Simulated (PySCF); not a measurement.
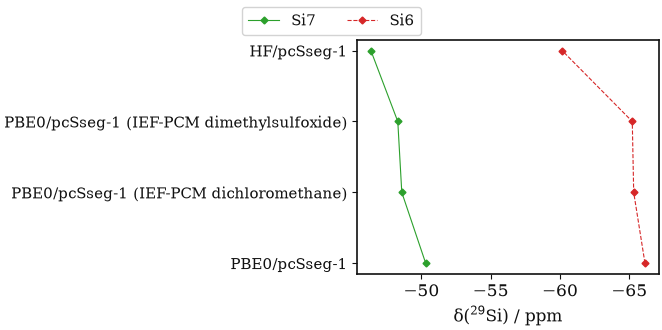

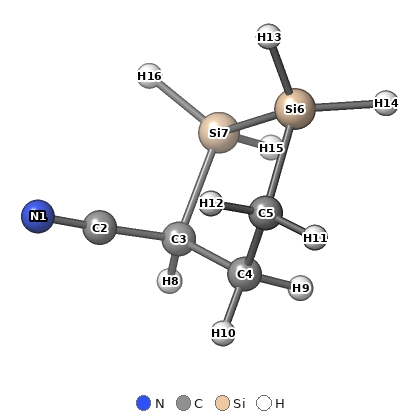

GIAO ²⁹Si shifts of C₄H₉NSi₂, SMILES N#C[C@@H]1CC[SiH2][SiH2]1 at several levels, one geometry, PySCF 2.14.0, at a PBE0-D3(BJ)/def2-SVP geometry (no frequency check); values of one conformer, averaged over methyl-type rotors and exact or near symmetry; other conformers aren't averaged in; each against TMS at the same level.

Which of the plotted signals depends most on the level, and by how much?

That of Si6: from −66.1 ppm (PBE0/pcSseg-1) to −60.2 ppm (HF/pcSseg-1), a spread of 6.0 ppm. The steadiest, Si7, moves by 4.0 ppm.

Do all levels give the signals in the same order?

Yes, the order of the signals is the same at every level.
